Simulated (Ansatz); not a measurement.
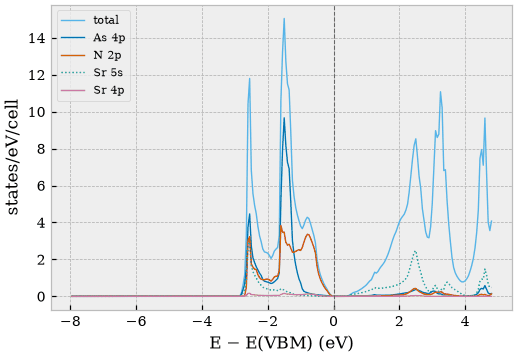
Fig. 1. Total and projected density of states of Sr₃AsN (anti-perovskite, Pm-3m), the program Ansatz at the PBEsol level (PAW)

Problem. Which orbitals carry the states next to the gap?

Solution. Top 1 eV of the valence band: N 2p 77 %, As 4p 6 %, outside the projected shells 12 %. Bottom 1 eV of the conduction band: Sr 5s 41 %, outside the projected shells 47 %. Projections are on Löwdin-orthogonalised atomic valence shells; empty p or d shells of many metals are not among them.

Problem. Where is the tallest occupied peak in this window, and what makes it?

Solution. Near -1.5 eV, about 15 states/eV per cell; the largest projected share is As 4p.

The workflow started from a Materials Project entry (that database holds measured and hypothetical structures alike); the Crystallography Open Database copy checked does not list it. Whether it is the stable phase at ambient conditions was not checked. The cell was relaxed with PBEsol under the symmetry of its start; whether a distortion lowers the energy is not shown. Scalar-relativistic: spin–orbit coupling is off unless named, which matters more the heavier the elements.

Potentials: the later of the program's two PAW sets.
